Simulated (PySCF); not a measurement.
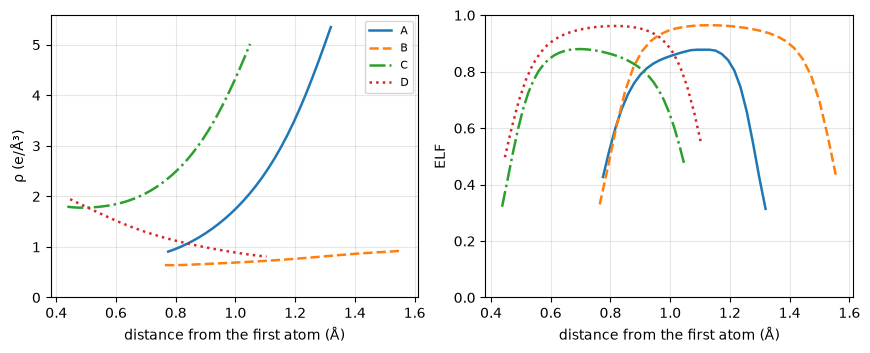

Figure 1: C₃H₁₃OPSi₂. Total electron density and ELF along straight lines between neighbouring atoms. The curves leave out the atomic cores.

Geometry: PBE0-D3(BJ)/def2-SVP.

All numbers below come from PBE0/pcSseg-1, SCF density, gas phase, non-relativistic (PySCF 2.14.0).

Input file:

```
{"job": {"kind": "nmr", "xc": "PBE0", "basis": "pcSseg-1"}, "charge": 0, "multiplicity": 1}
C     -2.675467     1.062545    -0.457069
O     -2.159765    -0.123258     0.075860
Si    -0.560328    -0.333758     0.527713
C     -0.154634     0.658519     2.071441
P     -0.438079    -2.529342     1.065348
Si     0.900753     0.202997    -1.237282
C      2.669242    -0.264219    -0.768428
H     -2.670624     1.888170     0.278877
H     -2.113602     1.402022    -1.348073
H     -3.718951     0.890479    -0.762347
H     -0.269080     1.739045     1.890271
H      0.884832     0.480041     2.390139
H     -0.822898     0.373432     2.899252
H      0.979369    -2.472429     1.256010
H     -0.326862    -2.974395    -0.288176
H      0.476841    -0.557501    -2.457944
H      0.846205     1.662828    -1.585024
H      2.737203    -1.337206    -0.533026
H      3.003770     0.302271     0.114254
H      3.363792    -0.049233    -1.594650
```

Run with:

```sh
OMP_NUM_THREADS=1 python probes_run.py task.json out
```

**Which curve belongs to which contact (C–O, C–Si, Si–O and Si–P)? The first atom named is at distance zero.**

Curve A: Si–O (1.68 Å): the density is about 1.1 e/Å³ at the midpoint; the ELF peaks at about 0.90 between the atoms; a polar covalent bond. Curve B: Si–P (2.26 Å): ρ at the midpoint is about 0.74 e/Å³, with its minimum of 0.64 e/Å³ about 0.8 Å from Si; the ELF peaks at about 0.95 between the atoms, as expected for localised, covalent bonding. Curve C: C–O (1.40 Å): ρ is about 2.1 e/Å³ halfway, with its minimum of 1.8 e/Å³ about 0.5 Å from C; the ELF peaks at about 0.90 between the atoms: a polar covalent bond. Curve D: C–Si (1.88 Å): ρ at the midpoint is about 0.95 e/Å³; the ELF peaks at about 0.95 between the atoms, as expected for a shared electron pair.
